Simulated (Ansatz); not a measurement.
# Tc of Zr (P6_3/mmc) from its phonons, part 2 of 2

Each step names its level of theory.

So far, log mean phonon energy ħω_log (meV): step 2 (coupling and resistivity: PseudoDojo files, PBE PseudoDojo norm-conserving) 12.5; step 3 (electron–phonon run: finite displacements, PBE) 12.5.

### Step 4. Resistivity: r2SCAN at its own relaxed cell

The functional sets the lattice constant, the bands and the force constants.

This step: DFT r2SCAN, scalar-relativistic, plane waves, PAW; PAW set soft_1 (Ansatz 0.2.0).

input.yaml reads:

```yaml
crystal:
  lattice:
    - [3.2462590873, 0.0, 0.0]
    - [-1.6231295436, 2.8113428368, 0.0]
    - [0.0, 0.0, 5.1500803258]
  atoms:
    - { symbol: Zr, position: [0.3333333333, 0.6666666667, 0.25] }
    - { symbol: Zr, position: [0.6666666667, 0.3333333333, 0.75] }
kpoints:
  mp_grid: { grid: [12, 12, 6] }
hamiltonian:
  xc: r2scan
  pseudopotentials: { kind: paw, azcp: { folder: soft_1 } }
scf:
  occupations: { method: methfessel_paxton, width: 0.2 }
output:
  eigenvalues: true
phonons:
  method: dfpt
  qmesh: [6, 6, 3]
  temperatures: { t_max: 1000, t_step: 50 }
  qpath:
    path:
      - [[0.0, 0.0, 0.0], [0.5, 0.0, 0.0], [0.33333333, 0.33333333, 0.0], [0.0, 0.0, 0.0], [0.0, 0.0, 0.5], [0.5, 0.0, 0.5], [0.33333333, 0.33333333, 0.5], [0.0, 0.0, 0.5]]
      - [[0.5, 0.0, 0.5], [0.5, 0.0, 0.0]]
    npoints: 6
  electrical_resistivity:
    mesh: [24, 24, 12]
    temperatures: [20.0, 50.0, 80.0, 100.0, 150.0, 200.0, 273.0, 300.0, 400.0, 500.0, 600.0, 800.0]
  superconductivity: { mesh: [24, 24, 12], eliashberg_equations: false }
```

Launch:

```console
$ ansatz run input.yaml --threads 16 --pin off --max-ram 92160MiB --backend cuda --events-out ev --progress --plain --runs-dir out --max-vram 78GiB
```

Numbers of over 12 decimals in the logs are rounded to 6 here.

The program printed:

```text
[...]
Crystal: 2 atoms, lattice volume = 47.001 Å³
Basis set: ecut = 500 eV, 1177 PW (Γ), exchange–correlation on 120×120×200 points (125 copies of the dense FFT grid, shifted against one another)
Bands: 16, of which v1, the nominal top of the filled ones, is band 12 counted from 1 (11 counted from 0)
Symmetry: 24 space group operations
k-points: 242 of 864 (irreducible under 2 space group operations, time reversal used)
[...]
SCF iter   2: F=—  HF=-8390.137136 eV  |F-HF|=—  |Δ(HF+E_count)|=   7.88e-3  S|Δr|=    0.00e0  Δρ=2.04e-2  dr2=2.36e-1  dr2_τ=6.89e-3  ethr=2.61e-3  ⟨swp⟩=3.0  Hψ=8664  notcnv=0
[...]
SCF iter   8: F=-8390.099966 eV  HF=-8390.099966 eV  |F-HF|=1.09e-11  |Δ(HF+E_count)|=  2.91e-11  S|Δr|=    0.00e0  Δρ=1.92e-7  dr2=9.98e-12  dr2_τ=8.36e-13  ethr=1.00e-12  ⟨swp⟩=5.5  Hψ=23699  notcnv=0
SCF 1 converged in 8 iterations: F = -8390.099966 eV  dr2 = 9.98e-12
[...]
DFPT response loops at Γ: preconditioner auto → Kerker (q_TF=auto, 2.439 Å⁻¹) (partly filled bands, converged f_vac=0.000); β = 1.00, the filter's whole step (`scf.mixing.beta` (0.50) is not read by the response loops under this deck's `scf.mixing.preconditioner`; to damp them name `kerker` or `kerker_dos`, under which they read `scf.mixing.beta`, and type it under 1.00, their step now; both keys bind the ground state too); Broyden in place of MSR1
[...]
NSCF: frozen V_eff on 76 k-points, pencils in batches of 32, up to order 80
[...]
NSCF: frozen V_eff on 516 k-points
[...]
SCF 2 converged in 9 iterations: F = -8390.099966 eV  dr2 = 1.10e-13
[...]
SCF converged after 8 iterations
[...]
not converged in the mesh (λ_tr; the resistivity at 20 K by 7.16 %; the resistivity at 50 K by 4.75 %; the resistivity at 80 K by 6.11 %; the resistivity at 100 K by 6.20 %; the resistivity at 150 K by 6.02 %; the resistivity at 200 K by 5.71 %; the resistivity at 273 K by 5.10 %; the resistivity at 300 K by 4.84 %; the resistivity at 400 K by 3.82 %; the resistivity at 500 K by 2.83 %; the resistivity at 600 K by  [...]
  vibrations of 108 cells: unjudged by the run; compare a larger repeat
[...]
--- Superconductivity: potentials and phonons of a 6×6×3 supercell ---
[...]
mesh         λ    ħω_log (meV)  μ* declared at (meV)
       24×24×12    0.5442          12.292               14.484
        12×12×6    0.5444          12.416               14.538
          6×6×3    0.6545          13.115               15.119
  λ by the species' shares of the modes' patterns: Zr 0.5442
[...]
0.08      3.019         3.103             -             -             -             -              -
      0.10      2.377         2.437             -             -             -             -              -
      0.12      1.809         1.851             -             -             -             -              -
      0.13      1.556         1.590             -             -             -             -              -
      0.14      1.322         1.350             -             -             -             -              -
      0.16      0.918         0.936             -             -             -             -              -
      0.20      0.359         0.365             -             -             -             -              -
[...]
vibrations of 108 cells: unjudged by the run; compare a larger repeat
[...]
```

Run time: 4.4 min. Hardware: 1 × NVIDIA GB200 with 16 threads of Arm Neoverse V2, shared host; peak memory 7.6 GiB; 45 min of CPU time.

This step gave:

| Quantity | Value |
| --- | --- |
| volume per atom | 23.50 Å³/atom |
| zero-point energy | 0.04845 eV/cell |
| highest frequency, solved or plainly interpolated | 210.8 cm⁻¹ |
| Debye temperature (second moment) | 254 K |
| resistivity at 300 K | 42.7 μΩ cm, mean of the axes |
| coupling constant λ | 0.5442 |
| density of states at the Fermi level | 0.7223 states/eV a spin and cell |
| log mean phonon energy ħω_log | 12.29 meV |
| transport coupling constant λ_tr | 0.5931, 0.5931, 0.6205 (xx, yy, zz) |
| Drude plasma energy | 3.958, 3.958, 4.239 eV (xx, yy, zz) |
| resistivity times mean free path | 16.33, 16.33, 11.84 × 10⁻¹⁶ Ω m² (xx, yy, zz) |
| second-moment phonon energy ħω₂ | 14.48 meV |
| coupling λ by branch | 0.182, 0.116, 0.0562, 0.0698, 0.0608, 0.0592 (branches by rank of frequency) |

Transition temperatures:

| μ* | McMillan Tc (K) | Allen–Dynes Tc (K) |
| --- | --- | --- |
| 0.08 | 3.02 | 3.1 |
| 0.1 | 2.38 | 2.44 |
| 0.12 | 1.81 | 1.85 |
| 0.13 | 1.56 | 1.59 |
| 0.14 | 1.32 | 1.35 |
| 0.16 | 0.918 | 0.936 |
| 0.2 | 0.359 | 0.365 |

The Eliashberg function α²F has structure finer than the step of the table below, so its rows give means over 2 meV, whole bins alone (the curve runs from 0.101 to 25.8 meV). Peaks (meV: height): α²F 10.0: 0.470, 17.5: 0.378, 21.2: 0.294; α²F tr 10.0: 0.547, 17.5: 0.361, 23.6: 0.213.

Table of Eliashberg function α²F by phonon energy; means over each step:

| phonon energy (meV) | α²F | α²F tr |
| --- | --- | --- |
| 2 | 0.00163 | 3.3e-4 |
| 4 | 0.00900 | 0.00701 |
| 6 | 0.0592 | 0.0829 |
| 8 | 0.120 | 0.166 |
| 10 | 0.315 | 0.367 |
| 12 | 0.188 | 0.188 |
| 14 | 0.132 | 0.133 |
| 16 | 0.117 | 0.134 |
| 18 | 0.312 | 0.305 |
| 20 | 0.236 | 0.242 |
| 22 | 0.239 | 0.229 |
| 24 | 0.104 | 0.109 |

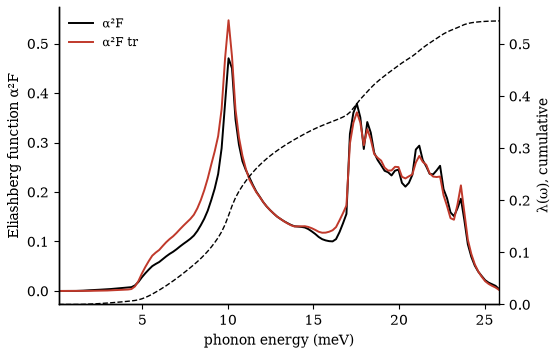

Eliashberg function α²F, plotted against phonon energy. The dashed line is the running λ.

### Step 5. Results

```yaml
meshes: q 6×6×3, k 12×12×6, scattering 24×24×12
coupling_constant_lambda: 0.544
log_mean_phonon_energy_omega_log: 12.3 meV
allen_dynes_tc_at_mu_star_0p1: 2.44 K
allen_dynes_tc_at_mu_star_0p13: 1.59 K
```

In the last run (r2SCAN, q 6×6×3, k 12×12×6, scattering 24×24×12), with λ = 0.54 and ħω_log = 12.3 meV, Tc at μ* = 0.13 is 1.6 K by McMillan's formula and 1.6 K by Allen and Dynes's. Allen and Dynes's formula meets the measured 0.55 K at μ* near 0.18. Raising μ* from 0.10 to 0.16 lowers the Allen–Dynes value from 2.4 to 0.94 K. The run's transport test calls it not converged in the mesh; ρ(300 K) moves by 5 % in the component that moves most. λ of these runs moves by 0 to 2 % between their two finest meshes, and Tc by more, so small gaps between the runs or to the measured value rank nothing. Over the runs, λ takes the values 0.598, 0.603 and 0.544, in the order shown. μ* is a typed number, phonons are harmonic, and spin fluctuations are left out; at μ* = 0.13 McMillan's formula turns 1 % in λ into about 4.3 % in Tc.

Calculation against experiment:

| quantity | measured | Allen–Dynes, PBE, q 6×6×3, fine 24×24×12, PseudoDojo files | Allen–Dynes, PBE, q 6×6×3, fine 24×24×12, displacements | Allen–Dynes, r2SCAN, q 6×6×3, fine 24×24×12 |
| --- | --- | --- | --- | --- |
| superconducting transition temperature (μ* = 0.13) (kelvin) | 0.55 | 2.36 (+329.1 %) | 2.45 (+345.5 %) | 1.59 (+189.1 %) |

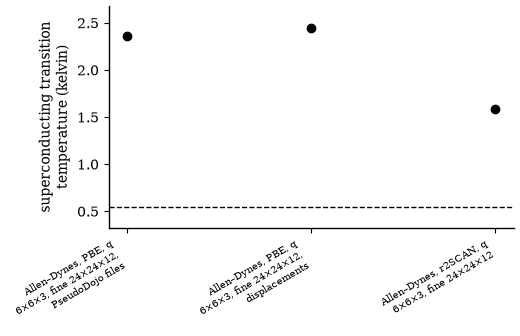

The superconducting transition temperature by level; the dashed line is the measured value.

Measured values from Wikipedia's table of superconducting elements, as read in December (2026).

Verdict: For the superconducting transition temperature, of the levels listed nearest comes Allen–Dynes, r2SCAN, q 6×6×3, fine 24×24×12 (+189.1 %, a clear miss) and farthest Allen–Dynes, PBE, q 6×6×3, fine 24×24×12, displacements (+345.5 %, a clear miss). Limits of convergence are named above.

[Logs are printed without paths, hosts, clocks, repeated set-up lines and the standing remarks that a program may print on its own settings, such as how far it seeks lower states.]

[Hosts, paths, dates, database ids (printed as entryN), source tags and the programs' standing remarks are cut or masked in the printed files.]
